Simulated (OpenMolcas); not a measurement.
## Run report: Ti²⁺ complex, multiconfigurational calculation

Ti²⁺ with 4 ligands (Cl; tetrahedron, 2.46 Å), neutralised by 4 outer point charges of +0.5 e, whose field is part of the energies. Computed at this level: state-averaged SS-CASPT2, IPEA shift 0.25, imaginary shift 0.1 hartree, closed shells 3s 3p of the metal and the valence shells of the ligands correlated, active space 2 electrons in the shell 3d, basis ANO-RCC-VDZP on the metal and ANO-RCC-VDZP on the ligands, DKH2 scalar Hamiltonian, spin-orbit coupling by RASSI with atomic mean-field integrals (OpenMolcas).

Input:
```
&GATEWAY
Coord
5

Ti 0.0 0.0 0.0
Cl 1.420282 1.420282 1.420282
Cl 1.420282 -1.420282 -1.420282
Cl -1.420282 1.420282 -1.420282
Cl -1.420282 -1.420282 1.420282
Basis=Ti.ANO-RCC-VDZP,Cl.ANO-RCC-VDZP
Group=NoSym
NoMove
AngMom=0.0 0.0 0.0
AMFI
RICD
XField
4 Angstrom 0
3.036863 3.036863 3.036863 0.500000
3.036863 -3.036863 -3.036863 0.500000
-3.036863 3.036863 -3.036863 0.500000
-3.036863 -3.036863 3.036863 0.500000
&SEWARD
&RASSCF
FileOrb=start.orb
Symmetry=1
Spin=3
nActEl=2 0 0
Inactive=45
Ras2=5
CIRoot=10 10 1
SDav=10
CIMx=300
Iter=150 100
PrWF=0.3
OrbListing=Nothing
MaxOrb=0
LevShft=1.0
>>> COPY $Project.JobIph JOB001
&RASSCF
FileOrb=start.orb
Symmetry=1
Spin=1
nActEl=2 0 0
Inactive=45
Ras2=5
CIRoot=15 15 1
SDav=15
CIMx=300
Iter=150 100
PrWF=0.3
OrbListing=Nothing
MaxOrb=0
LevShft=1.0
>>> COPY $Project.JobIph JOB002
&RASSI
NrOfJobIphs=2 10 15
1 2 3 4 5 6 7 8 9 10
1 2 3 4 5 6 7 8 9 10 11 12 13 14 15
IphNames
JOB001
JOB002
EJob
SpinOrbit
DIPRint=1.0
SOCoupling=1000.0
Subsets=2
Property=9
'ANGMOM' 1 'ANGMOM' 2 'ANGMOM' 3 'MLTPL  1' 1 'MLTPL  1' 2 'MLTPL  1' 3
'AMFI' 1 'AMFI' 2 'AMFI' 3
SOProperty=3
'ANGMOM' 1 'ANGMOM' 2 'ANGMOM' 3
>>> COPY JOB001 $Project.JobIph
&CASPT2
Multistate=10 1 2 3 4 5 6 7 8 9 10
NoMult
Frozen=25
IPEA=0.25
Imaginary=0.1
MaxIter=60
WThr=0.0 0.3 0.05
PrWF=0.5
NoMix
>>> COPY JOB002 $Project.JobIph
&CASPT2
Multistate=15 1 2 3 4 5 6 7 8 9 10 11 12 13 14 15
NoMult
Frozen=25
IPEA=0.25
Imaginary=0.1
MaxIter=60
WThr=0.0 0.3 0.05
PrWF=0.5
NoMix
```

The file start.orb holds starting orbitals from an earlier step. A driver script formed the levels outside the program, from RASSI's spin-orbit matrix and the CASPT2 energies (for multi-state variants, the effective Hamiltonian), averaged over the components of each term or state. The log and the time are those of the CASPT2 step.

Launched with:
```bash
OMP_NUM_THREADS=1 MOLCAS_MEM=2457 MOLCAS_PROJECT=a pymolcas a.inp > a.log  # once for each step of the input, in one work folder
```

Log (extracts):
```
--- CASPT2 ---
Orbital specifications:
      -----------------------

      Symmetry species                           1
                                                 a
      Frozen orbitals                           25
      Inactive orbitals                         20
      Active orbitals                            5
      Secondary orbitals                        56
      Deleted orbitals                           0
      Number of basis functions                106
Type of calculation                        SS-CASPT2
      Fock operator                              state-specific
      IPEA shift                                 0.25
      Real shift                                 0.00
      Imaginary shift                            0.10
      The input orbitals will be transformed to quasi-canonical
Reference energy:       -2697.2674227020
      E2 (Non-variational):      -0.8893905700
      Shift correction:          -0.0013857403
      E2 (Variational):          -0.8907763103
      Total energy:           -2698.1581990123
      Residual norm:              0.0000001403
      Reference weight:           0.75233
      Contributions to the CASPT2 correlation energy
      Active & Virtual Only:         -0.0051075810
      One Inactive Excited:          -0.0961478741
      Two Inactive Excited:          -0.7881351149
Reference energy:       -2697.2530430287
      E2 (Non-variational):      -0.8917720070
      Shift correction:          -0.0014224427
      E2 (Variational):          -0.8931944497
      Total energy:           -2698.1462374784
      Residual norm:              0.0000002040
      Reference weight:           0.75069
      Contributions to the CASPT2 correlation energy
      Active & Virtual Only:         -0.0059989963
      One Inactive Excited:          -0.0980249092
      Two Inactive Excited:          -0.7877481015
::    CASPT2 Root  1     Total energy:  -2698.15819901
::    CASPT2 Root  2     Total energy:  -2698.14623748
::    CASPT2 Root  3     Total energy:  -2698.14570125
::    CASPT2 Root  4     Total energy:  -2698.14755122
::    CASPT2 Root  5     Total energy:  -2698.13453811
::    CASPT2 Root  6     Total energy:  -2698.13611813
::    CASPT2 Root  7     Total energy:  -2698.13556668
::    CASPT2 Root  8     Total energy:  -2698.10151196
::    CASPT2 Root  9     Total energy:  -2698.10205929
::    CASPT2 Root 10     Total energy:  -2698.10130315
--- CASPT2 ---
Orbital specifications:
      -----------------------

      Symmetry species                           1
                                                 a
      Frozen orbitals                           25
      Inactive orbitals                         20
      Active orbitals                            5
      Secondary orbitals                        56
      Deleted orbitals                           0
      Number of basis functions                106
Type of calculation                        SS-CASPT2
      Fock operator                              state-specific
      IPEA shift                                 0.25
      Real shift                                 0.00
      Imaginary shift                            0.10
      The input orbitals will be transformed to quasi-canonical
Reference energy:       -2697.2150646740
      E2 (Non-variational):      -0.9046514032
      Shift correction:          -0.0015497545
      E2 (Variational):          -0.9062011577
      Total energy:           -2698.1212658316
      Residual norm:              0.0000008890
      Reference weight:           0.74689
      Contributions to the CASPT2 correlation energy
      Active & Virtual Only:         -0.0119910598
      One Inactive Excited:          -0.0983881733
      Two Inactive Excited:          -0.7942721701
Reference energy:       -2697.2150646739
      E2 (Non-variational):      -0.9045671821
      Shift correction:          -0.0015498124
      E2 (Variational):          -0.9061169945
      Total energy:           -2698.1211816684
      Residual norm:              0.0000008674
      Reference weight:           0.74691
      Contributions to the CASPT2 correlation energy
      Active & Virtual Only:         -0.0119910736
      One Inactive Excited:          -0.0983866311
      Two Inactive Excited:          -0.7941894774
::    CASPT2 Root  1     Total energy:  -2698.12126583
::    CASPT2 Root  2     Total energy:  -2698.12118167
::    CASPT2 Root  3     Total energy:  -2698.11338124
::    CASPT2 Root  4     Total energy:  -2698.11234318
::    CASPT2 Root  5     Total energy:  -2698.11400044
::    CASPT2 Root  6     Total energy:  -2698.09421859
::    CASPT2 Root  7     Total energy:  -2698.09025507
::    CASPT2 Root  8     Total energy:  -2698.08949962
::    CASPT2 Root  9     Total energy:  -2698.09133851
::    CASPT2 Root 10     Total energy:  -2698.08267981
::    CASPT2 Root 11     Total energy:  -2698.08282711
::    CASPT2 Root 12     Total energy:  -2698.07903097
::    CASPT2 Root 13     Total energy:  -2698.07955561
::    CASPT2 Root 14     Total energy:  -2698.07905024
::    CASPT2 Root 15     Total energy:  -2698.01529014
```

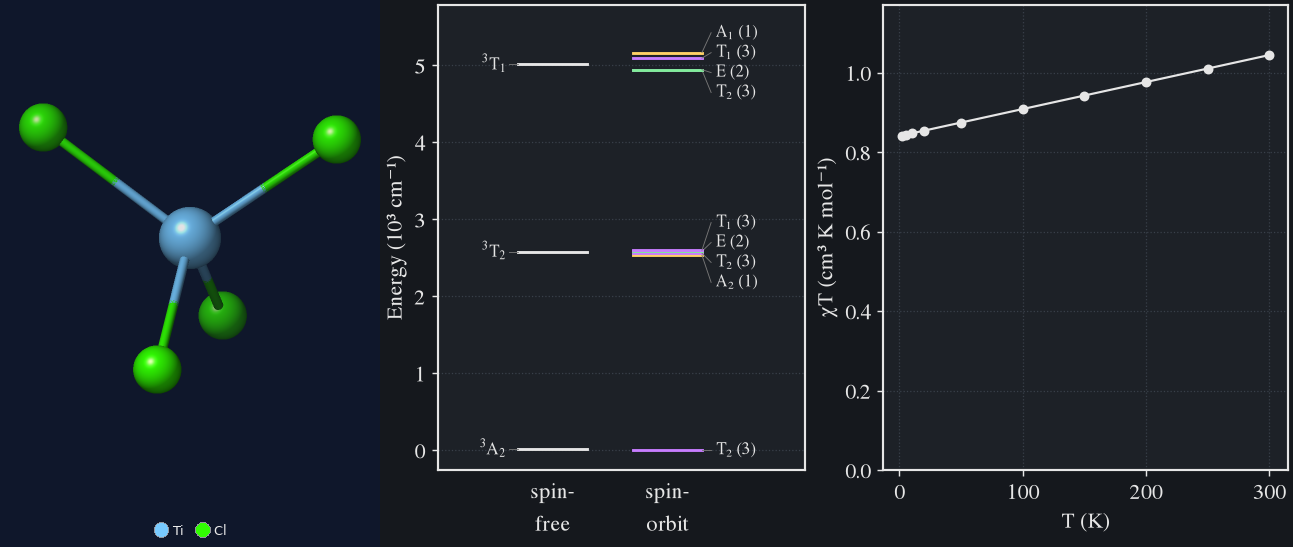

*Ti²⁺ (3d²) with 4 ligands, Cl⁻, at 2.46 Å (arrangement: tetrahedron, Td), neutralised by outer point charges of +0.5 e, and its levels and susceptibility. Labels give the representation in O, Td, D4 or D3 as the site allows (double group for half-integer spin) where it could be assigned and, in brackets, the degeneracy; spin-free states, where drawn, share the zero of the spin-orbit levels. Powder susceptibility by Van Vleck's formula.*

The ground level is T₂, 3-fold degenerate, 100 % from states of spin multiplicity 3. The next level lies at 2,530 cm⁻¹ (A₂). The lowest spin-free state is ³A₂; of the same spin there follow at 2,570 cm⁻¹ (³T₂) and 5,000 cm⁻¹ (³T₁) above it. χT is 0.842 cm³ K mol⁻¹ at 2 K and 1.04 at 300 K, an effective moment of 2.89 μB.

Summary:

| quantity | value |
| --- | --- |
| outcome | converged; degenerate states are split by up to 406 cm⁻¹ |
| energy of the lowest spin-free term | −2698.15820 hartree |
| energy of the lowest spin-orbit level | −2698.15825 hartree |
| CASPT2 correlation energy | −0.8908 hartree |
| largest spread among components of a term | 406.0 cm⁻¹ |
| lowest reference weight | 0.732 |
| hardware | 1 thread of Arm Neoverse V1, 24 GiB of memory available, shared host |
| wall time | 75 s |
| peak memory | 0.18 GiB |

Remarks:

The components of ³T2, which symmetry makes degenerate, are split by 406 cm⁻¹ in CASPT2, and those of 5 more by over 50 cm⁻¹. This is an artefact; the levels of such states rest on averages and are uncertain by about as much. Caveats: distances are set from ionic radii, not optimised.
